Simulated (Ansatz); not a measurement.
Geometry relaxation of GaH4F

GaH4F, computed with RKS PBE-D4/def2-SVP (Ansatz 0.2.0).

It belongs to a series of runs on one base structure; here: end point A relaxed. Figures and captions count atoms from 1; the log counts them from 0 in places.

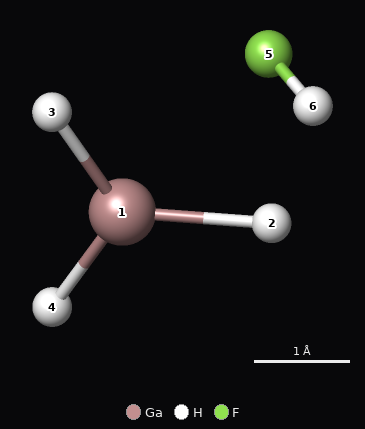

**Figure 1.** The starting structure (ball-and-stick view, seen at a tilt; atoms are numbered from 1 in the order of the input). Sticks mark near contacts.

## Input file
```yaml
crystal:
  periodic: [false, false, false]
  atoms:
    - { symbol: Ga, position_ang: [-0.002364, 0.240071, -0.071025] }
    - { symbol: H, position_ang: [0.005215, 0.241513, 1.50857] }
    - { symbol: H, position_ang: [1.381679, 0.311846, -0.818507] }
    - { symbol: H, position_ang: [-1.396801, 0.254221, -0.80265] }
    - { symbol: F, position_ang: [0.077975, -2.357095, 1.191933] }
    - { symbol: H, position_ang: [0.062696, -1.602456, 1.743979] }
basis:
  gaussian: { orbitals: def2-SVP }
hamiltonian:
  xc: pbe
  dispersion: d4
relax:
  f_tol: 0.03
  max_steps: 50
output:
  orbitals: {}
```

Run on 1 thread of Arm Neoverse V1, 24 GiB of memory available, shared host.

Launch command:
```bash
ansatz run input.yaml --threads 1 --pin off --max-ram 2048MiB --backend cpu --events-out ev --progress --plain --runs-dir out
```

## Output
```
The last accepted step is kept in [file] (removed where the run ends without a failure and the disk answers)
Engine: ansatz 0.2.0, aarch64-unknown-linux-gnu
Functional definition: PBE
  parameter kappa = 0.804
  parameter beta = 0.06672455060314922
  exchange = pbe_x(kappa = kappa, mu = beta*pi^2/3)
  correlation = pbe_c(beta = beta)
735 factors; their error is unknown
mean field evaluation 1: about -55136.8970 eV, gradient 4.2e1 eV
mean field evaluation 2: about -55132.3346 eV, gradient 7.2e1 eV
mean field evaluation 4: about -55139.4166 eV, gradient 3.3e0 eV
mean field evaluation 8: about -55139.3994 eV, gradient 1.4e-2 eV
mean field -55139.39942591 eV, -2026.3355540747 hartree, gradient 6.6e-5 eV, S^2 0.000000; 0 other end points of the search recorded, 0 dependent functions left out
the calculation of the forces begins
reference -55139.39946076 eV, -2026.3355553555 hartree; 22, 22 occupied and 44, 44 virtual orbitals, 735 factors
relax step   1: F+E_penalty+E_count = -55139.45890839 eV  Δ(F+E_penalty+E_count) = +0.000e0 eV  max|allowed force component| = 4.537e-1 eV/Å  Δτ_max = 0.0000 Å  (22 SCF iters, accepted)
these checks for a lower state are left out or cut short: starts, cluster_reference, orbital_swaps, neighbouring_geometries, increment
735 factors; their error is unknown
mean field evaluation 16: about -55139.5184 eV, gradient 6.1e-4 eV
mean field -55139.48576687 eV, -2026.3387270467 hartree, gradient 7.7e-5 eV, S^2 0.000000; 0 other end points of the search recorded, 0 dependent functions left out
the calculation of the forces begins
reference -55139.48580214 eV, -2026.3387283429 hartree; 22, 22 occupied and 44, 44 virtual orbitals, 735 factors
relax step   2: F+E_penalty+E_count = -55139.54741612 eV  Δ(F+E_penalty+E_count) = -8.851e-2 eV  max|allowed force component| = 3.800e-1 eV/Å  Δτ_max = 0.1949 Å  (28 SCF iters, accepted)
these checks for a lower state are left out or cut short: starts, cluster_reference, orbital_swaps, neighbouring_geometries, increment
735 factors; their error is unknown
mean field -55139.56726131 eV, -2026.3417219120 hartree, gradient 9.0e-6 eV, S^2 0.000000; 0 other end points of the search recorded, 0 dependent functions left out
the calculation of the forces begins
reference -55139.56729721 eV, -2026.3417232315 hartree; 22, 22 occupied and 44, 44 virtual orbitals, 735 factors
relax step   3: F+E_penalty+E_count = -55139.63141776 eV  Δ(F+E_penalty+E_count) = -8.400e-2 eV  max|allowed force component| = 3.095e-1 eV/Å  Δτ_max = 0.1916 Å  (26 SCF iters, accepted)
these checks for a lower state are left out or cut short: starts, cluster_reference, orbital_swaps, neighbouring_geometries, increment
735 factors; their error is unknown
mean field evaluation 32: about -55139.5707 eV, gradient 2.3e-5 eV
mean field -55139.57068006 eV, -2026.3418475489 hartree, gradient 2.3e-5 eV, S^2 0.000000; 0 other end points of the search recorded, 0 dependent functions left out
the calculation of the forces begins
reference -55139.57071571 eV, -2026.3418488590 hartree; 22, 22 occupied and 44, 44 virtual orbitals, 735 factors
relax step   4: F+E_penalty+E_count = -55139.63557402 eV  Δ(F+E_penalty+E_count) = -4.156e-3 eV  max|allowed force component| = 1.774e-1 eV/Å  Δτ_max = 0.0794 Å  (25 SCF iters, accepted)
these checks for a lower state are left out or cut short: starts, cluster_reference, orbital_swaps, neighbouring_geometries, increment
735 factors; their error is unknown
mean field -55139.57518569 eV, -2026.3420131278 hartree, gradient 1.1e-5 eV, S^2 0.000000; 0 other end points of the search recorded, 0 dependent functions left out
the calculation of the forces begins
reference -55139.57522147 eV, -2026.3420144425 hartree; 22, 22 occupied and 44, 44 virtual orbitals, 735 factors
relax step   5: F+E_penalty+E_count = -55139.63976918 eV  Δ(F+E_penalty+E_count) = -4.195e-3 eV  max|allowed force component| = 8.199e-2 eV/Å  Δτ_max = 0.0358 Å  (26 SCF iters, accepted)
these checks for a lower state are left out or cut short: starts, cluster_reference, orbital_swaps, neighbouring_geometries, increment
735 factors; their error is unknown
mean field -55139.57583688 eV, -2026.3420370584 hartree, gradient 2.2e-5 eV, S^2 0.000000; 0 other end points of the search recorded, 0 dependent functions left out
the calculation of the forces begins
reference -55139.57587267 eV, -2026.3420383739 hartree; 22, 22 occupied and 44, 44 virtual orbitals, 735 factors
relax step   6: F+E_penalty+E_count = -55139.64034826 eV  Δ(F+E_penalty+E_count) = -5.791e-4 eV  max|allowed force component| = 2.057e-2 eV/Å  Δτ_max = 0.0153 Å  (26 SCF iters, accepted)
```

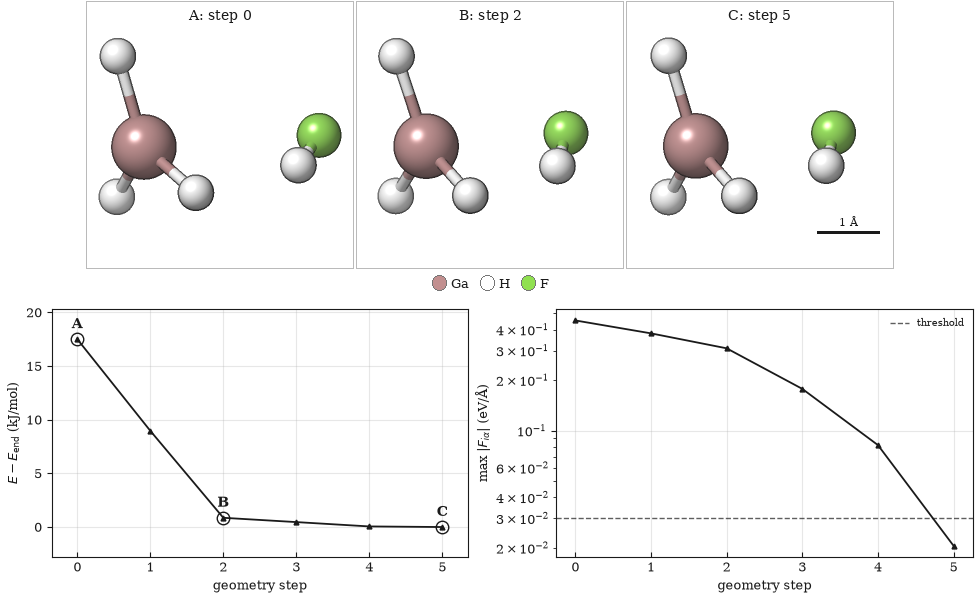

**Figure 2.** Frames of the relaxation (ball-and-stick view, seen at a tilt) above the curves, on which the letters mark them (the first geometry is step 0 here and step 1 in the log).

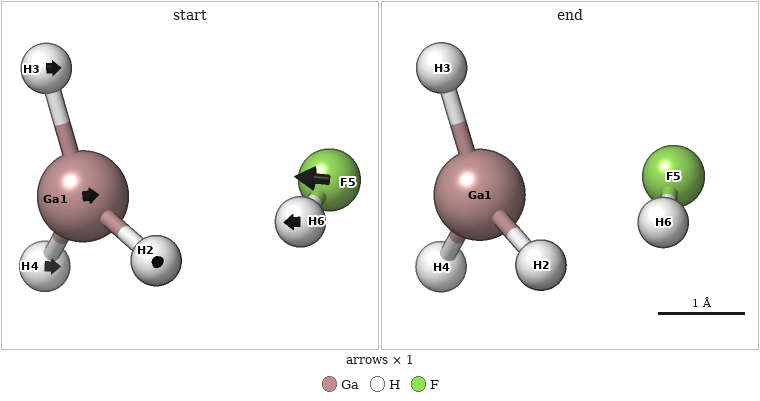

**Figure 3.** Before (left) and after (right) the relaxation, at one scale (ball-and-stick view, seen at a tilt). The black arrows give the displacements, at true length. After 5 geometry steps the energy has fallen by 17.5 kJ/mol. Largest force component: 0.45 eV/Å at the start, 0.021 eV/Å at the end. The largest move after the best rigid fit is that of F5, 0.42 Å. Largest moves by element: F 0.42 Å, H 0.20 Å, Ga 0.20 Å. Among the contacts that change: Ga1–H2 1.580 → 1.625 Å, F5–H6 0.935 → 0.963 Å. (Atoms are counted from 1 in the order of the input.)

```
735 factors; their error is unknown
mean field -55139.57583688 eV, -2026.3420370584 hartree, gradient 2.2e-5 eV, S^2 0.000000; 1 other end points of the search recorded, 0 dependent functions left out
the calculation of the forces begins
reference -55139.57587267 eV, -2026.3420383739 hartree; 22, 22 occupied and 44, 44 virtual orbitals, 735 factors
Total energy: -55139.64038406 eV, -2026.3444091236 hartree
Atom 0 at     0.004532     0.062321     0.010266 Å, force     0.001570    -0.004814     0.020573 eV/Å
Atom 1 at     0.010855     0.244638     1.625171 Å, force    -0.000919     0.011886    -0.000761 eV/Å
Atom 2 at     1.394293     0.165772    -0.719985 Å, force     0.001140    -0.004402    -0.000657 eV/Å
Atom 3 at    -1.398327     0.097266    -0.701236 Å, force    -0.001018    -0.005845    -0.000380 eV/Å
Atom 4 at     0.064485    -2.048323     0.898684 Å, force    -0.002116     0.005332     0.000118 eV/Å
Atom 5 at     0.052562    -1.433574     1.639400 Å, force     0.001342    -0.002157    -0.018893 eV/Å
Dipole moment:     0.000862     0.002986     0.205024 e Å
```

## Trajectory as extended XYZ (Å, eV, eV/Å), 6 frames, from step=1 to step=6
```
6
Properties=species:S:1:pos:R:3:forces:R:3 step=1 energy=-55139.45891
Ga   -0.0024    0.2401   -0.0710    0.0058  -0.3039  -0.1472
H     0.0052    0.2415    1.5086    0.0046  -0.0201   0.3056
H     1.3817    0.3118   -0.8185    0.0015   0.0009  -0.0032
H    -1.3968    0.2542   -0.8026   -0.0003  -0.0016  -0.0037
F     0.0780   -2.3571    1.1919   -0.0017  -0.1152  -0.4537
H     0.0627   -1.6025    1.7440   -0.0099   0.4399   0.3021
6
Properties=species:S:1:pos:R:3:forces:R:3 step=2 energy=-55139.54742
Ga    0.0000    0.1557   -0.0456    0.0083  -0.2444   0.0339
H     0.0077    0.1942    1.5497   -0.0009   0.1239   0.1750
H     1.3782    0.2736   -0.8016    0.0047  -0.0502   0.0362
H    -1.3908    0.2149   -0.7858   -0.0014  -0.0543   0.0369
F     0.0725   -2.2045    1.0708   -0.0102   0.3667   0.0979
H     0.0609   -1.5458    1.7648   -0.0004  -0.1417  -0.3800
6
Properties=species:S:1:pos:R:3:forces:R:3 step=3 energy=-55139.63142
Ga    0.0033    0.0598    0.0169    0.0009   0.0152  -0.1882
H     0.0085    0.2254    1.6220    0.0014   0.0217   0.1011
H     1.3775    0.1898   -0.7483   -0.0047  -0.0521   0.0857
H    -1.3844    0.1285   -0.7321    0.0084  -0.0568   0.0869
F     0.0670   -2.0749    0.9298   -0.0081   0.2942   0.2240
H     0.0564   -1.4404    1.6640    0.0021  -0.2221  -0.3095
6
Properties=species:S:1:pos:R:3:forces:R:3 step=4 energy=-55139.63557
Ga    0.0047    0.0579    0.0190   -0.0029  -0.0057  -0.1494
H     0.0114    0.2240    1.6335   -0.0023   0.0823   0.0676
H     1.4013    0.1452   -0.7073   -0.0505   0.0417   0.0162
H    -1.4043    0.0767   -0.6889    0.0520   0.0424   0.0179
F     0.0635   -2.0159    0.8768    0.0026  -0.1774  -0.0060
H     0.0519   -1.3997    1.6192    0.0010   0.0168   0.0537
6
Properties=species:S:1:pos:R:3:forces:R:3 step=5 energy=-55139.63977
Ga    0.0047    0.0569    0.0148   -0.0024   0.0425  -0.0223
H     0.0100    0.2595    1.6289    0.0020  -0.0458  -0.0147
H     1.3967    0.1593   -0.7129   -0.0130  -0.0056   0.0001
H    -1.4003    0.0906   -0.6946    0.0142  -0.0055   0.0004
F     0.0633   -2.0490    0.8882   -0.0008   0.0820   0.0744
H     0.0539   -1.4292    1.6278    0.0001  -0.0675  -0.0379
6
Properties=species:S:1:pos:R:3:forces:R:3 step=6 energy=-55139.64035
Ga    0.0045    0.0623    0.0103    0.0016  -0.0048   0.0206
H     0.0109    0.2446    1.6252   -0.0009   0.0119  -0.0008
H     1.3943    0.1658   -0.7200    0.0011  -0.0044  -0.0007
H    -1.3983    0.0973   -0.7012   -0.0010  -0.0058  -0.0004
F     0.0645   -2.0483    0.8987   -0.0021   0.0053   0.0001
H     0.0526   -1.4336    1.6394    0.0013  -0.0022  -0.0189
```

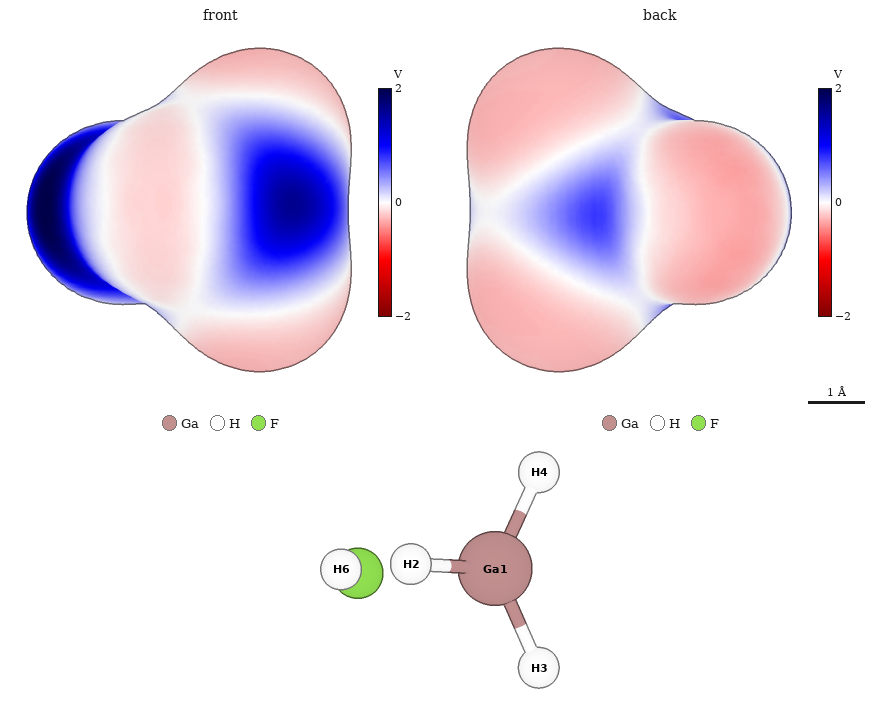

**Figure 4.** The electrostatic potential painted on the density surface at 0.001 e/bohr³, seen face on and from behind; the colour scale runs from red (negative) to blue (positive). The bare structure is drawn below in the same view.

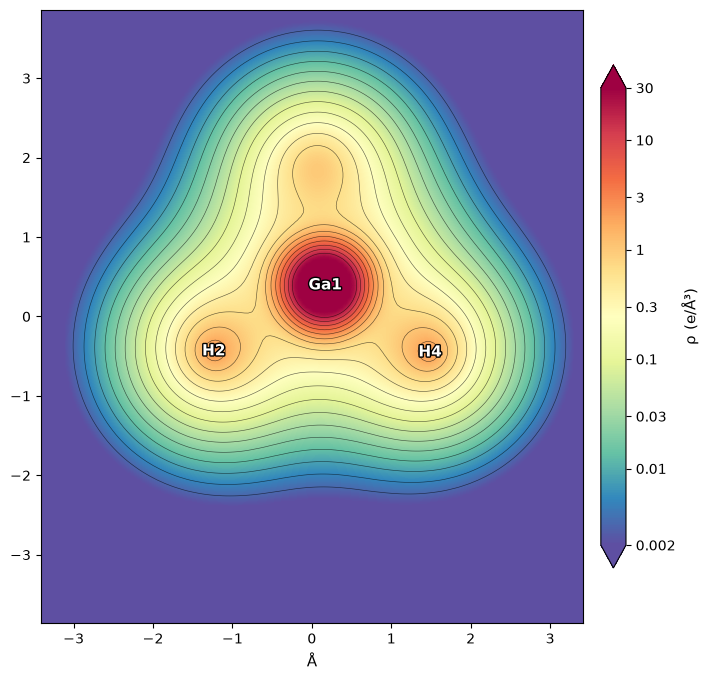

**Figure 5.** Electron density on the plane of atoms H2, Ga1 and H4.

## Summary

| quantity | value |
| --- | --- |
| outcome | converged |
| total energy | −55139.6404 eV |
| mean-field energy | −55139.5759 eV |
| largest force (length of the vector) at the end | 0.021 eV/Å |
| wall time | 8.9 s |
| peak memory | 0.11 GiB |
